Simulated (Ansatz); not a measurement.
**UBLYP/STO-3G run of O2F (SMILES [O]OF)**

Aim: the vertical ionisation energy of O2F at UBLYP/STO-3G, from 2 runs. 

The results are computed with Ansatz 0.2.0.

38 further runs of the same task are left out: 11 that didn't finish, 27 set aside as unsound or not needed.

### Step 1. The molecule

The species is O2F (3 atoms), meant as a doublet with charge 0. As SMILES, `[O]OF`. The coordinates come from a PBE0-D4/def2-TZVP relaxation.

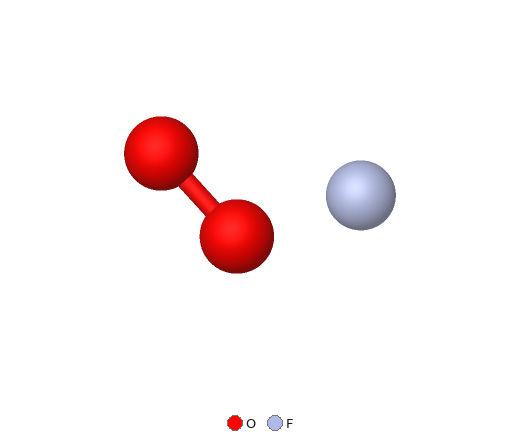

Viewed from a chosen angle; oxygen red, fluorine light blue.

### Step 2. The energy at UBLYP/STO-3G

Input file job.yaml:

```yaml
basis:
  gaussian: {orbitals: STO-3G}
crystal:
  periodic: [false, false, false]
  atoms:
    - {symbol: O, position_ang: [0.933400, -0.295440, 0.482240]}
    - {symbol: O, position_ang: [0.133270, 0.497870, 0.127930]}
    - {symbol: F, position_ang: [-1.066650, -0.202430, -0.610160]}
magnetization: {spin_polarized: true, initial_magnetization: 1}
hamiltonian: {xc: {name: BLYP}}
accuracy: high
```

Command:

```console
$ ansatz run job.yaml --threads 1 --pin off --max-ram 3480MiB --events-out events.jsonl --progress --plain --runs-dir runs
```

The log of the run:

```text
Warning: RAYON_NUM_THREADS=1 ignored (pool sized by the plan → 1); use --threads N
Functional definition: BLYP
  name "BLYP"
  parameter beta = 0.0042
  parameter a = 0.04918
  parameter b = 0.132
  parameter c = 0.2533
  parameter d = 0.349
  exchange = b88_x(beta = beta)
  correlation = lyp_c(a = a, b = b, c = c, d = d)
250 factors; integrals over basis functions are off by at most 5.0e-8 eV
mean field evaluation 1: about -6705.8828 eV, gradient 2.0e1 eV
mean field evaluation 2: about -6668.3849 eV, gradient 5.8e1 eV
mean field evaluation 4: about -6707.7317 eV, gradient 8.9e0 eV
mean field evaluation 8: about -6708.3599 eV, gradient 4.4e-2 eV
mean field evaluation 16: about -6708.3191 eV, gradient 1.0e-3 eV
mean field -6708.31909315 eV, -246.5261796114 hartree, gradient 6.0e-8 eV, S^2 0.753525; 0 other end points of the search recorded, 0 dependent functions left out
reference -6708.31911195 eV, -246.5261803021 hartree; 13, 12 occupied and 2, 3 virtual orbitals, 250 factors
Total energy: -6708.31911195 eV, -246.5261803021 hartree
```

Run time: 1 s. Hardware: 1 thread of Arm Neoverse V1, shared host; peak memory 0.1 GiB.

### Step 3. The singlet cation

Input file job.yaml:

```yaml
crystal:
  periodic: [false, false, false]
  atoms:
    - {symbol: O, position_ang: [0.933400, -0.295440, 0.482240]}
    - {symbol: O, position_ang: [0.133270, 0.497870, 0.127930]}
    - {symbol: F, position_ang: [-1.066650, -0.202430, -0.610160]}
basis:
  gaussian:
    orbitals: STO-3G
total_charge: 1
hamiltonian:
  xc: {name: BLYP}
accuracy: high
```

Command:

```console
$ ansatz run job.yaml --threads 1 --pin off --max-ram 3480MiB --events-out events.jsonl --progress --plain --runs-dir runs
```

The log of the run (excerpt; [...] marks lines left out):

```text
Warning: RAYON_NUM_THREADS=1 ignored (pool sized by the plan → 1); use --threads N
[... 9 set-up lines as earlier in the session ...]
250 factors; integrals over basis functions are off by at most 5.0e-8 eV
mean field evaluation 1: about -6692.2579 eV, gradient 4.0e1 eV
mean field evaluation 2: about -6388.2412 eV, gradient 1.2e2 eV
mean field evaluation 4: about -6665.2387 eV, gradient 8.5e1 eV
mean field evaluation 8: about -6699.8257 eV, gradient 3.2e-1 eV
mean field evaluation 16: about -6664.6003 eV, gradient 7.7e1 eV
mean field evaluation 32: about -6699.7179 eV, gradient 5.0e0 eV
mean field -6699.82622584 eV, -246.2140724943 hartree, gradient 5.5e-8 eV, S^2 0.000000; 3 other end points of the search recorded, 0 dependent functions left out
reference -6699.82624441 eV, -246.2140731766 hartree; 12, 12 occupied and 3, 3 virtual orbitals, 250 factors
Total energy: -6699.82624441 eV, -246.2140731766 hartree
```

It took 1.2 s on 1 thread of Arm Neoverse V1, shared host.

### Step 4. Outcome

At UBLYP/STO-3G:

```
                                          quantity          value
                         doublet O2F: total energy  -246.52618 Eh
                                 doublet O2F: ⟨S²⟩          0.754
                      singlet cation: total energy  -246.21407 Eh
vertical ionisation energy (to the singlet cation)       8.493 eV
```

**Reading.** Removing an electron at fixed nuclei costs 8.49 eV (819 kJ/mol). Only the singlet of the ionised species was computed; a triplet could lie lower. In a minimal basis such a difference can be off by several eV, whatever the method.
